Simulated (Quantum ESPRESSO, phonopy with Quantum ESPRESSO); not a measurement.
# Grüneisen parameters and expansion of BP (F-43m), part 7 of 8

Wanted: mode Grüneisen parameters of BP and a free-energy fit over volumes.

Measurements to reproduce:
- volume expansion coefficient 9.6 1e-6/K near room temperature (given in “Thermal expansion coefficients of high thermal conducting BAs and BP materials (three times its linear coefficient)”, 2019, arxiv:1906.04101)

Quantum ESPRESSO 7.5; DFT LDA, scalar-relativistic, plane waves, GBRV ultrasoft pseudopotentials.

So far. Step 13 (Ground state at this cell, V/V0 0.985): The run ends at a pressure of 2.60 GPa. Step 14 (Born charges and dielectric tensor): The Born charges sum to zero within 0.0038 e; the rest is removed before use. Acoustic frequencies in this log differ from zero by the error of the sum rule, which ph.x does not impose.

## (16) Phonons, V/V0 0.985

This step: DFT LDA, scalar-relativistic, plane waves, GBRV ultrasoft pseudopotentials (phonopy with Quantum ESPRESSO 4.10.0 / 7.5).

Wall time 10 min (4 threads of Intel Xeon Platinum 8175M at 2.50GHz (Skylake/Cascade Lake), shared host).

Phonopy, LO-TO term from ph.x's tensors. The phonon branches at the labelled points (cm⁻¹):

```
    point  branch 1  branch 2  branch 3  branch 4  branch 5  branch 6
        Γ         0         0         0       836       836       845
        X       309       309       541       737       737       817
        U       302       404       488       712       750       824
jump to K       302       404       488       712       750       824
        Γ         0         0         0       836       836       845
        L       222       222       523       790       795       795
        W       355       402       464       714       742       821
        X       309       309       541       737       737       817
```

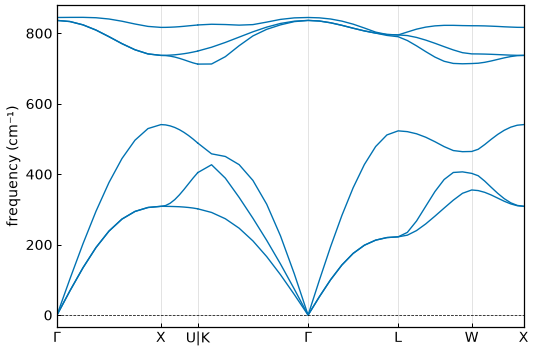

Phonon branches along the path.

No mode is imaginary beyond numerical noise along the path. The highest zone-centre mode (no LO–TO term) moved by +1.5 % for a volume change of -1.5 %.

The time given is that of the 2 pw.x runs on displaced cells behind this step.

## (17) Ground state at this cell, V/V0 1.03

A tight ground state at this cell gives the energy of this member; its pressure is the stress at this cutoff, which can carry an offset from the finite basis.

This step: DFT LDA, scalar-relativistic, plane waves, GBRV ultrasoft pseudopotentials (Quantum ESPRESSO 7.5).

System of this step: BP. The structure is cubic, space group F-43m (No. 216). Conventional cell: a = 4.532 Å, b = 4.532 Å, c = 4.532 Å, α = 90.00°, β = 90.00°, γ = 90.00°. Nearest to B lie 4 P at 1.96 Å. Nearest to P lie 4 B at 1.96 Å. Farther neighbours are not listed.

scf.in

```
 &control
    calculation='scf',
    prefix='x',
    outdir='./tmp',
    pseudo_dir='./pseudo',
    tprnfor=.true.,
    tstress=.true.,
 /
 &system
    ibrav=0,
    nat=2,
    ntyp=2,
    ecutwfc=30.0,
    ecutrho=180.0,
    occupations='fixed',
    nbnd=6,
 /
 &electrons
    conv_thr=1.0d-12,
    mixing_beta=0.7,
    electron_maxstep=100,
 /
ATOMIC_SPECIES
 B      10.8100  B.upf
 P      30.9738  P.upf
CELL_PARAMETERS angstrom
     0.000000000    2.266013990    2.266013990
     2.266013990    0.000000000    2.266013990
     2.266013990    2.266013990    0.000000000
ATOMIC_POSITIONS crystal
 B      0.000000000   0.000000000   0.000000000
 P      0.250000000   0.250000000   0.250000000
K_POINTS automatic
 12 12 12 0 0 0
```

Launch:

```
$ OMP_NUM_THREADS=1 mpirun -n 4 pw.x -nk 4 -in scf.in > scf.out
```

Log:

```text
[banner, memory and clock lines left out]
Program PWSCF v.7.5

     Message from routine setup:
     using ibrav=0 with symmetry is DISCOURAGED, use correct ibrav instead

     G-vector sticks info

     bravais-lattice index     =            0
     lattice parameter (alat)  =       6.0559  a.u.
     unit-cell volume          =     157.0415 (a.u.)^3
     number of atoms/cell      =            2
     number of atomic types    =            2
     number of electrons       =         8.00
[...]
atom    2 type  2   force =     0.00000000    0.00000000    0.00000000

     Total force =     0.000000     Total SCF correction =     0.000000

     Computing stress (Cartesian axis) and pressure

          total   stress  (Ry/bohr**3)                   (kbar)     P=      -50.69
[...]
-0.00000000  -0.00034456  -0.00000000           -0.00      -50.69       -0.00
  -0.00000000  -0.00000000  -0.00034456           -0.00       -0.00      -50.69

     XML data file, charge density, pseudopotentials, collected wavefunctions
[key lines of the parts left out:]
!    total energy              =     -22.00844686 Ry
convergence has been achieved in   9 iterations
```

Run time: 4.2 s. Hardware: 4 MPI ranks; 16 s of CPU time.

The run ends at a pressure of -5.07 GPa.

## (18) Zone-centre response

In a polar crystal the Born charges and ε∞ give the long-range dipole term that a finite supercell misses. They are those of this k-mesh and were not tested on a denser one; where the gap is small they converge slowly, and the LO modes with them.

ph.in

```
phonons
 &inputph
    prefix='x',
    outdir='./tmp',
    fildyn='x.dyn',
    tr2_ph=1.0d-18,
    epsil=.true.,
 /
0.000000000 0.000000000 0.000000000
```

scf.in is that of step 17.

Launch:

```
$ OMP_NUM_THREADS=1 mpirun -n 4 ph.x -nk 4 -in ph.in > ph.out
```

Log:

```text
[banner, memory and clock lines left out]
Program PHONON v.7.5

     ./tmp/x.save/

     IMPORTANT: XC functional enforced from input :
     Exchange-correlation= PZ
                           (   1   1   0   0   0   0   0)
     Any further DFT definition will be discarded
     Please, verify this is what you really want

     G-vector sticks info

     Reading collected, re-writing distributed wavefunctions in ./tmp/

     Number and degeneracy of irreps per q-point
       N         xq(1)         xq(2)         xq(3)   N irreps
[...]
freq (    1) =      -0.175917 [THz] =      -5.867949 [cm-1]
     freq (    2) =      -0.175917 [THz] =      -5.867949 [cm-1]
     freq (    3) =      -0.175917 [THz] =      -5.867949 [cm-1]
     freq (    4) =      23.961636 [THz] =     799.274145 [cm-1]
     freq (    5) =      23.961636 [THz] =     799.274145 [cm-1]
     freq (    6) =      23.961636 [THz] =     799.274145 [cm-1]
 **************************************************************************

     Mode symmetry, T_d (-43m)  point group:

     freq (   1-   3) =         -5.9  [cm-1]   --> T_2  G_15 P_4   I+R
     freq (   4-   6) =        799.3  [cm-1]   --> T_2  G_15 P_4   I+R
```

Wall time 40 s (4 MPI ranks).

The Born charges sum to zero within 0.0036 e; the rest is removed before use. Acoustic frequencies in this log differ from zero by the error of the sum rule, which ph.x does not impose.

## (19) A displaced supercell

One atom (for the harmonic constants) or a pair of atoms (for the cubic ones) is moved by a few hundredths of an ångström; the forces on all atoms give a column of force constants. The threshold is tight because the forces are small.

System of this step: BP. The cell holds 54 atoms: 27 B and 27 P. Its edges and angles: a = 9.614 Å, b = 9.614 Å, c = 9.614 Å, α = 60.0°, β = 60.0°, γ = 60.0°. It derives from BP, repeated 3×3×3.

disp-00001.in

```
 &control
    calculation='scf',
    prefix='x',
    outdir='./tmp',
    pseudo_dir='./pseudo',
    tprnfor=.true.,
    disk_io='none',
 /
 &system
    ibrav=0,
    nat=54,
    ntyp=2,
    ecutwfc=30.0,
    ecutrho=180.0,
    occupations='fixed',
    nbnd=110,
 /
 &electrons
    conv_thr=1.0d-11,
    mixing_beta=0.7,
    electron_maxstep=100,
 /
ATOMIC_SPECIES
 B      10.8100  B.upf
 P      30.9738  P.upf
CELL_PARAMETERS angstrom
     0.000000000    6.798041970    6.798041970
     6.798041970    0.000000000    6.798041970
     6.798041970    6.798041970    0.000000000
ATOMIC_POSITIONS crystal
 B      0.002080325   0.000000000   0.000000000
 B      0.333333333   0.000000000   0.000000000
 B      0.666666667   0.000000000   0.000000000
 B      0.000000000   0.333333333   0.000000000
 B      0.333333333   0.333333333   0.000000000
 B      0.666666667   0.333333333   0.000000000
 B      0.000000000   0.666666667   0.000000000
 B      0.333333333   0.666666667   0.000000000
 B      0.666666667   0.666666667   0.000000000
 B      0.000000000   0.000000000   0.333333333
 B      0.333333333   0.000000000   0.333333333
 B      0.666666667   0.000000000   0.333333333
 B      0.000000000   0.333333333   0.333333333
 B      0.333333333   0.333333333   0.333333333
 B      0.666666667   0.333333333   0.333333333
 B      0.000000000   0.666666667   0.333333333
 B      0.333333333   0.666666667   0.333333333
 B      0.666666667   0.666666667   0.333333333
 B      0.000000000   0.000000000   0.666666667
 B      0.333333333   0.000000000   0.666666667
 B      0.666666667   0.000000000   0.666666667
 B      0.000000000   0.333333333   0.666666667
 B      0.333333333   0.333333333   0.666666667
 B      0.666666667   0.333333333   0.666666667
 B      0.000000000   0.666666667   0.666666667
 B      0.333333333   0.666666667   0.666666667
 B      0.666666667   0.666666667   0.666666667
 P      0.083333333   0.083333333   0.083333333
 P      0.416666667   0.083333333   0.083333333
 P      0.750000000   0.083333333   0.083333333
 P      0.083333333   0.416666667   0.083333333
 P      0.416666667   0.416666667   0.083333333
 P      0.750000000   0.416666667   0.083333333
 P      0.083333333   0.750000000   0.083333333
 P      0.416666667   0.750000000   0.083333333
 P      0.750000000   0.750000000   0.083333333
 P      0.083333333   0.083333333   0.416666667
 P      0.416666667   0.083333333   0.416666667
 P      0.750000000   0.083333333   0.416666667
 P      0.083333333   0.416666667   0.416666667
 P      0.416666667   0.416666667   0.416666667
 P      0.750000000   0.416666667   0.416666667
 P      0.083333333   0.750000000   0.416666667
 P      0.416666667   0.750000000   0.416666667
 P      0.750000000   0.750000000   0.416666667
 P      0.083333333   0.083333333   0.750000000
 P      0.416666667   0.083333333   0.750000000
 P      0.750000000   0.083333333   0.750000000
 P      0.083333333   0.416666667   0.750000000
 P      0.416666667   0.416666667   0.750000000
 P      0.750000000   0.416666667   0.750000000
 P      0.083333333   0.750000000   0.750000000
 P      0.416666667   0.750000000   0.750000000
 P      0.750000000   0.750000000   0.750000000
K_POINTS automatic
 3 3 3 0 0 0
```

Launch:

```
$ OMP_NUM_THREADS=1 mpirun -n 2 pw.x -nk 2 -in disp-00001.in > disp-00001.out
```

Log:

```text
[banner, memory and clock lines left out]
Program PWSCF v.7.5

     Message from routine setup:
     using ibrav=0 with symmetry is DISCOURAGED, use correct ibrav instead

     G-vector sticks info

     bravais-lattice index     =            0
     lattice parameter (alat)  =      18.1676  a.u.
     unit-cell volume          =    4240.1197 (a.u.)^3
     number of atoms/cell      =           54
     number of atomic types    =            2
     number of electrons       =       216.00
[...]
atom    1 type  1   force =    -0.00040412   -0.01052021   -0.01052021
     atom    2 type  1   force =     0.00028185    0.00038139    0.00038139
     atom    3 type  1   force =    -0.00028095    0.00036780    0.00036780
[...]
atom   53 type  2   force =     0.00008681   -0.00001971   -0.00001971
     atom   54 type  2   force =     0.00000012   -0.00002208   -0.00002208

     Total force =     0.017369     Total SCF correction =     0.000001
     Message from routine punch:
     Nothing written, as per user request (disk_io='none')
[key lines of the parts left out:]
!    total energy              =    -594.22595813 Ry
convergence has been achieved in  19 iterations
```

Run time: 10 min. Hardware: 2 MPI ranks; 21 min of CPU time.

## (20) Lattice dynamics at this volume, V/V0 1.03

This step: DFT LDA, scalar-relativistic, plane waves, GBRV ultrasoft pseudopotentials (phonopy with Quantum ESPRESSO 4.10.0 / 7.5).

Wall time 10 min (4 threads).

No mode is imaginary beyond numerical noise along the path. The highest zone-centre mode (no LO–TO term) moved by -3.0 % for a volume change of +3.0 %.

The time given is that of the 2 pw.x runs on displaced cells behind this step.

## (21) Ground state at this cell, V/V0 0.97

A tight ground state at this cell gives the energy of this member; its pressure is the stress at this cutoff, which can carry an offset from the finite basis.

This step: DFT LDA, scalar-relativistic, plane waves, GBRV ultrasoft pseudopotentials (Quantum ESPRESSO 7.5).

System of this step: BP. The structure is cubic, space group F-43m (No. 216). Conventional cell: a = 4.442 Å, b = 4.442 Å, c = 4.442 Å, α = 90.00°, β = 90.00°, γ = 90.00°. Nearest to B lie 4 P at 1.92 Å. P has 4 B at 1.92 Å nearest. Farther neighbours are not listed.

Edit scf.in of step 18 so:

```diff
@@ -26,5 +26,5 @@
 CELL_PARAMETERS angstrom
-     0.000000000    2.266013990    2.266013990
-     2.266013990    0.000000000    2.266013990
-     2.266013990    2.266013990    0.000000000
+     0.000000000    2.221130573    2.221130573
+     2.221130573    0.000000000    2.221130573
+     2.221130573    2.221130573    0.000000000
 ATOMIC_POSITIONS crystal
```

Launch:

```
$ OMP_NUM_THREADS=1 mpirun -n 4 pw.x -nk 4 -in scf.in > scf.out
```

Log:

```text
[banner, memory and clock lines left out]
Program PWSCF v.7.5

     Message from routine setup:
     using ibrav=0 with symmetry is DISCOURAGED, use correct ibrav instead

     G-vector sticks info

     bravais-lattice index     =            0
     lattice parameter (alat)  =       5.9359  a.u.
     unit-cell volume          =     147.8934 (a.u.)^3
     number of atoms/cell      =            2
     number of atomic types    =            2
     number of electrons       =         8.00
[...]
atom    2 type  2   force =    -0.00000000    0.00000000    0.00000000

     Total force =     0.000000     Total SCF correction =     0.000000

     Computing stress (Cartesian axis) and pressure

          total   stress  (Ry/bohr**3)                   (kbar)     P=       55.50
[...]
0.00000000   0.00037730  -0.00000000            0.00       55.50       -0.00
  -0.00000000  -0.00000000   0.00037730           -0.00       -0.00       55.50

     XML data file, charge density, pseudopotentials, collected wavefunctions
[key lines of the parts left out:]
!    total energy              =     -22.00788503 Ry
convergence has been achieved in   9 iterations
```

Run time: 4.2 s. Hardware: 4 MPI ranks; 16 s of CPU time.

The run ends at a pressure of 5.55 GPa.

## (22) Born charges and dielectric tensor

In a polar crystal the Born charges and ε∞ give the long-range dipole term that a finite supercell misses. They are those of this k-mesh and were not tested on a denser one; where the gap is small they converge slowly, and the LO modes with them.

ph.in is that of step 18.

scf.in is that of step 21.

Launch:

```
$ OMP_NUM_THREADS=1 mpirun -n 4 ph.x -nk 4 -in ph.in > ph.out
```

Log:

```text
[banner, memory and clock lines left out]
Program PHONON v.7.5

     ./tmp/x.save/

     IMPORTANT: XC functional enforced from input :
     Exchange-correlation= PZ
                           (   1   1   0   0   0   0   0)
     Any further DFT definition will be discarded
     Please, verify this is what you really want

     G-vector sticks info

     Reading collected, re-writing distributed wavefunctions in ./tmp/

     Number and degeneracy of irreps per q-point
       N         xq(1)         xq(2)         xq(3)   N irreps
[...]
freq (    1) =      -0.333482 [THz] =     -11.123764 [cm-1]
     freq (    2) =      -0.333482 [THz] =     -11.123764 [cm-1]
     freq (    3) =      -0.333482 [THz] =     -11.123764 [cm-1]
     freq (    4) =      25.456311 [THz] =     849.131135 [cm-1]
     freq (    5) =      25.456311 [THz] =     849.131135 [cm-1]
     freq (    6) =      25.456311 [THz] =     849.131135 [cm-1]
 **************************************************************************

     Mode symmetry, T_d (-43m)  point group:

     freq (   1-   3) =        -11.1  [cm-1]   --> T_2  G_15 P_4   I+R
     freq (   4-   6) =        849.1  [cm-1]   --> T_2  G_15 P_4   I+R
```

Elapsed: 39 s, on 4 MPI ranks.

ε∞:

```
9.21 0.00 0.00
0.00 9.21 0.00
0.00 0.00 9.21
```

The Born charges sum to zero within 0.0039 e; the rest is removed before use. Acoustic frequencies in this log differ from zero by the error of the sum rule, which ph.x does not impose.

## (23) Forces on a displaced cell

One atom (for the harmonic constants) or a pair of atoms (for the cubic ones) is moved by a few hundredths of an ångström; the forces on all atoms give a column of force constants. The threshold is tight because the forces are small.

System of this step: BP. The cell holds 54 atoms: 27 B and 27 P. Its edges and angles: a = 9.423 Å, b = 9.423 Å, c = 9.423 Å, α = 60.0°, β = 60.0°, γ = 60.0°. It derives from BP, repeated 3×3×3.

Edit disp-00001.in of step 19 so:

```diff
@@ -26,7 +26,7 @@
 CELL_PARAMETERS angstrom
-     0.000000000    6.798041970    6.798041970
-     6.798041970    0.000000000    6.798041970
-     6.798041970    6.798041970    0.000000000
+     0.000000000    6.663391718    6.663391718
+     6.663391718    0.000000000    6.663391718
+     6.663391718    6.663391718    0.000000000
 ATOMIC_POSITIONS crystal
- B      0.002080325   0.000000000   0.000000000
+ B      0.002122363   0.000000000   0.000000000
  B      0.333333333   0.000000000   0.000000000
```

Launch:

```
$ OMP_NUM_THREADS=1 mpirun -n 2 pw.x -nk 2 -in disp-00001.in > disp-00001.out
```

Log:

```text
[banner, memory and clock lines left out]
Program PWSCF v.7.5

     Message from routine setup:
     using ibrav=0 with symmetry is DISCOURAGED, use correct ibrav instead

     G-vector sticks info

     bravais-lattice index     =            0
     lattice parameter (alat)  =      17.8078  a.u.
     unit-cell volume          =    3993.1225 (a.u.)^3
     number of atoms/cell      =           54
     number of atomic types    =            2
     number of electrons       =       216.00
[...]
atom    1 type  1   force =    -0.00047993   -0.01209083   -0.01209083
     atom    2 type  1   force =     0.00032007    0.00044985    0.00044985
     atom    3 type  1   force =    -0.00031947    0.00043453    0.00043453
[...]
atom   53 type  2   force =     0.00009890   -0.00002555   -0.00002555
     atom   54 type  2   force =     0.00000014   -0.00002262   -0.00002262

     Total force =     0.020138     Total SCF correction =     0.000004
     Message from routine punch:
     Nothing written, as per user request (disk_io='none')
[key lines of the parts left out:]
!    total energy              =    -594.21090896 Ry
convergence has been achieved in  17 iterations
```

Run time: 9.1 min. Hardware: 2 MPI ranks.

## (24) Phonons, V/V0 0.97

This step: DFT LDA, scalar-relativistic, plane waves, GBRV ultrasoft pseudopotentials (phonopy with Quantum ESPRESSO 4.10.0 / 7.5).

Wall time 9.1 min (4 threads).

No mode is imaginary beyond numerical noise along the path. The highest zone-centre mode (no LO–TO term) moved by +3.1 % for a volume change of -3.0 %.

The time given is that of the 2 pw.x runs on displaced cells behind this step.

## (25) Self-consistent run, V/V0 1.05

A tight ground state at this cell gives the energy of this member; its pressure is the stress at this cutoff, which can carry an offset from the finite basis.

This step: DFT LDA, scalar-relativistic, plane waves, GBRV ultrasoft pseudopotentials (Quantum ESPRESSO 7.5).

System of this step: BP. Symmetry: F-43m, No. 216, cubic system. Conventional cell: a = 4.561 Å, b = 4.561 Å, c = 4.561 Å, α = 90.00°, β = 90.00°, γ = 90.00°. B has 4 P at 1.98 Å nearest. Nearest to P lie 4 B at 1.98 Å. Farther neighbours are not listed.

Edit scf.in of step 22 so:

```diff
@@ -26,5 +26,5 @@
 CELL_PARAMETERS angstrom
-     0.000000000    2.221130573    2.221130573
-     2.221130573    0.000000000    2.221130573
-     2.221130573    2.221130573    0.000000000
+     0.000000000    2.280586828    2.280586828
+     2.280586828    0.000000000    2.280586828
+     2.280586828    2.280586828    0.000000000
 ATOMIC_POSITIONS crystal
```

Launch:

```
$ OMP_NUM_THREADS=1 mpirun -n 4 pw.x -nk 4 -in scf.in > scf.out
```

Log:

```text
[banner, memory and clock lines left out]
Program PWSCF v.7.5

     Message from routine setup:
     using ibrav=0 with symmetry is DISCOURAGED, use correct ibrav instead

     G-vector sticks info

     bravais-lattice index     =            0
     lattice parameter (alat)  =       6.0948  a.u.
     unit-cell volume          =     160.0908 (a.u.)^3
     number of atoms/cell      =            2
     number of atomic types    =            2
     number of electrons       =         8.00
[...]
atom    2 type  2   force =    -0.00000000    0.00000000    0.00000000

     Total force =     0.000000     Total SCF correction =     0.000000

     Computing stress (Cartesian axis) and pressure

          total   stress  (Ry/bohr**3)                   (kbar)     P=      -79.88
[...]
-0.00000000  -0.00054300  -0.00000000           -0.00      -79.88       -0.00
  -0.00000000  -0.00000000  -0.00054300           -0.00       -0.00      -79.88

     XML data file, charge density, pseudopotentials, collected wavefunctions
[key lines of the parts left out:]
!    total energy              =     -22.00725899 Ry
convergence has been achieved in   9 iterations
```

Run time: 4.5 s. Hardware: 4 MPI ranks; 17 s of CPU time.

The run ends at a pressure of -7.99 GPa.

(Continued in part 8 of 8.)

[Logs are printed without paths, hosts, clocks, repeated set-up lines and the standing remarks that a program may print on its own settings, such as how far it seeks lower states.]

[Hosts, paths, dates, database ids (printed as entryN), source tags and the programs' standing remarks are cut or masked in the printed files.]

[A step with changed settings may run another functional than the one named; its input shows which.]

[Of the runs on displaced cells, only some may be shown.]
